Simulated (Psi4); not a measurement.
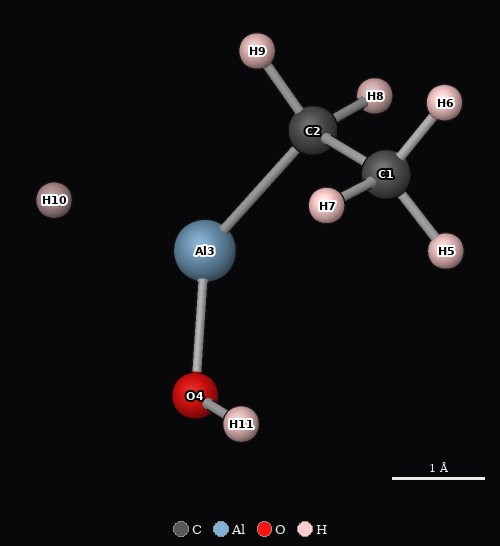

*The structure as given in the input (ball-and-stick view, seen at a tilt; atoms are numbered from 1 in the order of the input). Sticks mark near contacts.*

Bond lengths as drawn: Al–C 1.96 Å, Al–O 1.70 Å, C–C 1.53 Å, C–H 1.09 to 1.10 Å and H–O 0.96 Å.

## Single-point calculation of C2H7AlO

- system: C2H7AlO
- method: PBE/def2-SVP, RKS, dispersion D3(BJ) (Psi4 1.11)

The program's output
```
Psi4 1.11 release

   => Loading Basis Set <=

    Name: DEF2-SVP
    Role: ORBITAL
    Keyword: BASIS

   => PBE-D3(BJ): Empirical Dispersion <=

        s6 =       1.000000
        s8 =       0.787500
        a1 =       0.428900
        a2 =       4.440700

         ---------------------------------------------------------
                                   SCF
                              RKS Reference
                        1 Threads,   1525 MiB Core
         ---------------------------------------------------------

  ==> Geometry <==

    Molecular point group: c1
    Full point group: C1

    Geometry (in Angstrom), charge = 0, multiplicity = 1:

       Center              X                  Y                   Z               Mass
    ------------   -----------------  -----------------  -----------------  -----------------
         C           -1.582972625652     1.307455386914     0.345460795068    12.000000000000
         C           -0.295472625652     0.866055386914     1.041060795068    12.000000000000
         AL           0.783127374348    -0.469844613086     0.101260795068    26.981538530000
         O            0.291227374348    -1.098744613086    -1.400239204932    15.994914619570
         H           -2.262372625652     0.466155386914     0.180360795068     1.007825032230
         H           -2.133972625652     2.053055386914     0.926660795068     1.007825032230
         H           -1.381972625652     1.751355386914    -0.633839204932     1.007825032230
         H           -0.520672625652     0.468055386914     2.039760795068     1.007825032230
         H            0.347427374348     1.734855386914     1.236960795068     1.007825032230
         H            3.245149374348    -1.504476613086     1.091613795068     1.007825032230
         H           -0.515172625652    -0.832044613086    -1.838739204932     1.007825032230

  Running in c1 symmetry.

  Rotational constants: A =      0.30990  B =      0.11473  C =      0.08636 [cm^-1]
  Rotational constants: A =   9290.64050  B =   3439.43416  C =   2589.13544 [MHz]
  Nuclear repulsion =  151.731395747614840

  Charge       = 0
  Multiplicity = 1
  Electrons    = 40
  Nalpha       = 20
  Nbeta        = 20

  ==> Algorithm <==

  SCF Algorithm Type is DF.
  DIIS enabled.
  MOM disabled.
  Fractional occupation disabled.
  Guess Type is SAD.
  Energy threshold   = 1.00e-06
  Density threshold  = 1.00e-06
  Integral threshold = 1.00e-12

  ==> Primary Basis <==

  Basis Set: DEF2-SVP
    Blend: DEF2-SVP
    Number of shells: 47
    Number of basis functions: 95
    Number of Cartesian functions: 99
    Spherical Harmonics?: true
    Max angular momentum: 2

  ==> DFT Potential <==

   => LibXC <=

    Version 7.1.2

   => Composite Functional: PBE-D3BJ2B <=

    PBE GGA Exchange-Correlation Functional

    Deriv               =              1
    GGA                 =           TRUE
    Meta                =          FALSE

    Exchange Hybrid     =          FALSE
    MP2 Hybrid          =          FALSE

   => Exchange Functionals <=

    1.0000     XC_GGA_X_PBE

   => Correlation Functionals <=

    1.0000     XC_GGA_C_PBE

   => LibXC Density Thresholds  <==

    XC_GGA_C_PBE:  1.00E-12
    XC_GGA_X_PBE:  1.00E-15

   => Molecular Quadrature <=

    Radial Scheme          =       TREUTLER
    Pruning Scheme         =           NONE
    Nuclear Scheme         =       TREUTLER

    Blocking Scheme        =         OCTREE
    BS radius alpha        =              1
    Pruning alpha          =              1
    Radial Points          =             75
    Spherical Points       =            302
    Total Points           =         237543
    Total Blocks           =           1833
    Max Points             =            256
    Max Functions          =             93
    Weights Tolerance      =       1.00E-15

   => Loading Basis Set <=

    Name: (DEF2-SVP AUX)
    Role: JKFIT
    Keyword: DF_BASIS_SCF

  ==> Integral Setup <==

  DFHelper Memory: AOs need 0.035 GiB; user supplied 0.629 GiB.
  SCF_SUBTYPE=INCORE selected. In-core MEM_DF algorithm will be used.
  Using in-core AOs.

  ==> MemDFJK: Density-Fitted J/K Matrices <==

    J tasked:                   Yes
    K tasked:                    No
    wK tasked:                   No
    Memory [MiB]:               644
    Algorithm:                 Core
    Schwarz Cutoff:           1E-12
    Mask sparsity (%):       3.7452
    Fitting Condition:        1E-10

   => Auxiliary Basis Set <=

  Basis Set: (DEF2-SVP AUX)
    Blend: DEF2-UNIVERSAL-JKFIT
    Number of shells: 155
    Number of basis functions: 481
    Number of Cartesian functions: 566
    Spherical Harmonics?: true
    Max angular momentum: 4

  Cached 100.0% of DFT collocation blocks in 0.488 [GiB].

  Minimum eigenvalue in the overlap matrix is 4.0507532172E-03.
  Reciprocal condition number of the overlap matrix is 6.6549337710E-04.
    Using symmetric orthogonalization.

  ==> Pre-Iterations <==

  SCF Guess: Superposition of Atomic Densities via on-the-fly atomic UHF (no occupation information).

   -------------------------
    Irrep   Nso     Nmo
   -------------------------
     A         95      95
   -------------------------
    Total      95      95
   -------------------------

  ==> Iterations <==

                           Total Energy        Delta E     RMS |[F,P]|

   @DF-RKS iter SAD:  -396.78041530483029   -3.96780e+02   0.00000e+00
   @DF-RKS iter   1:  -396.78938373249474   -8.96843e-03   1.25677e-02 DIIS/ADIIS
   @DF-RKS iter   2:  -392.79733163579465    3.99205e+00   2.76814e-02 DIIS/ADIIS
   @DF-RKS iter   3:  -397.35051756530743   -4.55319e+00   5.25968e-03 DIIS/ADIIS
   @DF-RKS iter   4:  -397.42424755165251   -7.37300e-02   4.10912e-03 DIIS/ADIIS
   @DF-RKS iter   5:  -397.49367040434845   -6.94229e-02   7.49105e-04 DIIS/ADIIS
   @DF-RKS iter   6:  -397.49577534990868   -2.10495e-03   4.37486e-04 DIIS/ADIIS
   @DF-RKS iter   7:  -397.49668769589147   -9.12346e-04   2.88429e-04 DIIS/ADIIS
   @DF-RKS iter   8:  -397.49774493025399   -1.05723e-03   7.04164e-05 DIIS
   @DF-RKS iter   9:  -397.49778368910330   -3.87588e-05   1.12220e-05 DIIS
   @DF-RKS iter  10:  -397.49778517811660   -1.48901e-06   1.23943e-06 DIIS
   @DF-RKS iter  11:  -397.49778518874672   -1.06301e-08   2.94290e-07 DIIS
  Energy and wave function converged.

  ==> Post-Iterations <==

   Electrons on quadrature grid:
      Ntotal   =   40.0000081114 ; deviation = 8.111e-06

    Orbital Energies [Eh]
    ---------------------

    Doubly Occupied:

       1A    -55.413522     2A    -18.754992     3A     -9.911096
       4A     -9.903779     5A     -3.964287     6A     -2.574037
       7A     -2.568943     8A     -2.566663     9A     -0.883285
      10A     -0.692032    11A     -0.560734    12A     -0.459254
      13A     -0.408754    14A     -0.394516    15A     -0.351412
      16A     -0.320517    17A     -0.309694    18A     -0.283470
      19A     -0.267049    20A     -0.193704

    Virtual:

      21A     -0.100547    22A     -0.054885    23A     -0.008392
      24A      0.032433    25A      0.075395    26A      0.079921
      27A      0.082881    28A      0.091903    29A      0.109767
      30A      0.130299    31A      0.157837    32A      0.189422
      33A      0.285823    34A      0.331100    35A      0.332133
      36A      0.336047    37A      0.385303    38A      0.397363
      39A      0.416766    40A      0.438647    41A      0.449426
      42A      0.538801    43A      0.556553    44A      0.584651
      45A      0.591777    46A      0.605662    47A      0.609811
      48A      0.628399    49A      0.636600    50A      0.650649
      51A      0.662367    52A      0.696091    53A      0.761420
      54A      0.779879    55A      0.895794    56A      0.936104
      57A      1.021823    58A      1.078442    59A      1.117573
      60A      1.138273    61A      1.192865    62A      1.283958
      63A      1.413309    64A      1.422866    65A      1.433410
      66A      1.463146    67A      1.471976    68A      1.487969
      69A      1.651390    70A      1.656821    71A      1.671507
      72A      1.716358    73A      1.721145    74A      1.753844
      75A      1.784263    76A      1.824439    77A      1.844872
      78A      1.981215    79A      2.120973    80A      2.138058
      81A      2.159224    82A      2.291186    83A      2.347942
      84A      2.422561    85A      2.464053    86A      2.595466
      87A      2.622981    88A      2.736567    89A      2.760867
      90A      2.842739    91A      2.869314    92A      2.876656
      93A      2.936905    94A      3.022256    95A      3.602892

    Final Occupation by Irrep:
              A
    DOCC [    20 ]
    NA   [    20 ]
    NB   [    20 ]

  @DF-RKS Final Energy:  -397.49778518874672

   => Energetics <=

    Nuclear Repulsion Energy =            151.7313957476148403
    One-Electron Energy =                -848.2133324418339271
    Two-Electron Energy =                 339.2442663575199617
    DFT Exchange-Correlation Energy =     -40.2527514714438013
    Empirical Dispersion Energy =          -0.0073633806038795
    VV10 Nonlocal Energy =                  0.0000000000000000
    Total Energy =                       -397.4977851887467182

Computation Completed

Properties will be evaluated at   0.000000,   0.000000,   0.000000 [a0]

Properties computed using the SCF density matrix

 Multipole Moments:

 ------------------------------------------------------------------------------------
     Multipole            Electronic (a.u.)      Nuclear  (a.u.)        Total (a.u.)
 ------------------------------------------------------------------------------------

 L = 1.  Multiply by 2.5417464519 to convert [e a0] to [Debye]
 Dipole X            :          2.2248431           -3.7450272           -1.5201841
 Dipole Y            :         -3.4137133            4.3087333            0.8950200
 Dipole Z            :         -2.9274064            2.7143739           -0.2130325
 Magnitude           :                                                    1.7769084

 ------------------------------------------------------------------------------------

	total time  =          9 seconds =       0.15 minutes

  Variable Map:
  ----------------------------------------------------------------------------
  "CURRENT ENERGY"                          =>    -397.497785188747
  "CURRENT REFERENCE ENERGY"                =>    -397.497785188747
  "DD SOLVATION ENERGY"                     =>       0.000000000000
  "DFT FUNCTIONAL TOTAL ENERGY"             =>    -397.490421808143
  "DFT TOTAL ENERGY"                        =>    -397.497785188747
  "DFT VV10 ENERGY"                         =>       0.000000000000
  "DFT XC ENERGY"                           =>     -40.252751471444
  "DISPERSION CORRECTION ENERGY"            =>      -0.007363380604
  "GRID ELECTRONS ALPHA"                    =>      20.000004055714
  "GRID ELECTRONS BETA"                     =>      20.000004055714
  "GRID ELECTRONS TOTAL"                    =>      40.000008111429
  "NUCLEAR REPULSION ENERGY"                =>     151.731395747615
  "ONE-ELECTRON ENERGY"                     =>    -848.213332441834
  "PBE-D3(BJ) DISPERSION CORRECTION ENERGY" =>      -0.007363380604
  "PCM POLARIZATION ENERGY"                 =>       0.000000000000
  "PE ENERGY"                               =>       0.000000000000
  "SCF ITERATION ENERGY"                    =>    -397.497785188747
  "SCF ITERATIONS"                          =>      11.000000000000
  "SCF TOTAL ENERGY"                        =>    -397.497785188747
  "TWO-ELECTRON ENERGY"                     =>     339.244266357520
  "XC GRID RADIAL POINTS"                   =>      75.000000000000
  "XC GRID SPHERICAL POINTS"                =>     302.000000000000
  "XC GRID TOTAL POINTS"                    =>  237543.000000000000

  Array Variable Map:
  ----------------------------------------------------------------------------
  "CURRENT DIPOLE"                          =>      -1.520184088266 ... -0.213032523197 1 by 3
  "SCF DIPOLE"                              =>      -1.520184088266 ... -0.213032523197 1 by 3
  "SCF TOTAL ENERGIES"                      =>    -396.780415304830 ... -397.497785188747 1 by 12

    Psi4 run time: 0:00:09.17
```

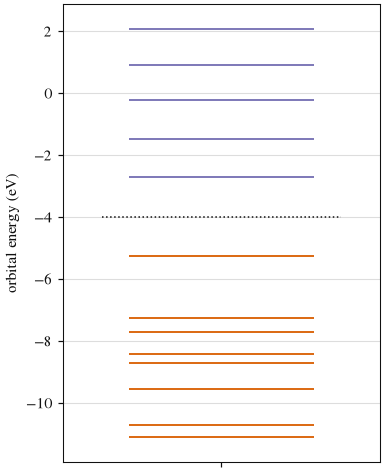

*Orbital energies near the frontier; the dotted line parts filled from empty levels, and levels within 0.02 eV of each other stand side by side.*

Highest filled −5.27 eV, lowest empty −2.74 eV, 2.53 eV apart.

This output came from the following input.

The input (input.inp)
```
memory 1.6 GB

molecule mol {
  0 1
  C     -2.205822     1.289232    -0.333753
  C     -0.918322     0.847832     0.361847
  Al     0.160278    -0.488068    -0.577953
  O     -0.331622    -1.116968    -2.079453
  H     -2.885222     0.447932    -0.498853
  H     -2.756822     2.034832     0.247447
  H     -2.004822     1.733132    -1.313053
  H     -1.143522     0.449832     1.360547
  H     -0.275422     1.716632     0.557747
  H      2.622300    -1.522700     0.412400
  H     -1.138022    -0.850268    -2.517953
  symmetry c1
}

set {
  basis def2-SVP
}

energy_value, wavefunction = energy("pbe-d3bj2b", return_wfn=True)
print_variables()
```

Run as:
```bash
psi4 input.inp input.out -n 1
```

Key numbers

| quantity | value |
| --- | --- |
| outcome | converged |
| total energy | −397.497785 hartree |
| dispersion energy | −0.007363 hartree |
| basis functions | 95 |
| HOMO | −5.27 eV |
| LUMO | −2.74 eV |
| dipole moment | 4.52 D |
| hardware | 1 thread of Intel Xeon (Sapphire Rapids), 32 GiB of memory available, shared host |
| wall time | 11 s |
| peak memory | 0.76 GiB |
